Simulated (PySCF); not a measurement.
System: C$_{4}$H$_{4}$F$_{4}$PSi (charge +1).

The calculation's input:

```
{"job": {"kind": "nmr", "xc": "PBE0", "basis": "pcSseg-1"}, "charge": 1, "multiplicity": 1}
F     -3.475477     0.099260     1.732175
C     -2.836031    -0.019039     0.603177
F     -3.545510    -0.639339    -0.313831
C     -1.601711     0.412207     0.335330
F     -0.879234     1.037466     1.290767
P     -0.788340     0.219374    -1.296769
C      1.049754    -1.827318    -0.385963
F      1.609723    -2.905469    -0.068350
C      0.676978    -0.680841    -0.620126
Si     2.367164     0.597189    -0.050332
H     -0.165333     1.480897    -1.220152
H      1.643127     1.361856     0.958837
H      2.511220     1.147901    -1.397469
H      3.432991    -0.284616     0.410539
```

Run with:

```sh
OMP_NUM_THREADS=1 python probes_run.py task.json out
```

Geometry: GFN2-xTB.

The calculation used PBE0/pcSseg-1, SCF density, gas phase, non-relativistic (PySCF).

Q: Predict the electron density and electron localisation function between the atoms.

A: C–P (1.83 Å): the density is about 1.1 e/Å³ at the midpoint; the ELF peaks at about 0.95 between the atoms: a shared electron pair.
C–F (1.30 Å): the density is about 2.6 e/Å³ at the midpoint; the ELF peaks at about 0.85 between the atoms, as expected for a shared but strongly polarised pair.
C–C (1.33 Å): the density is about 2.3 e/Å³ at the midpoint; the ELF peaks at about 0.95 between the atoms; a short, multiple covalent bond.

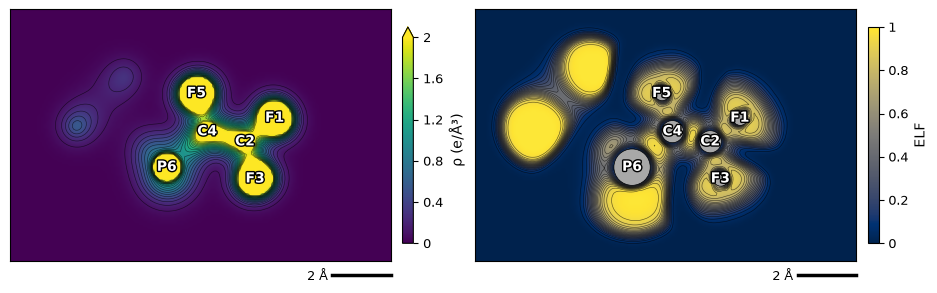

Computed electron density and electron localisation function on the plane of atoms F5, C4 and P6, in this order. Grey discs cover the atomic cores in the ELF map. 
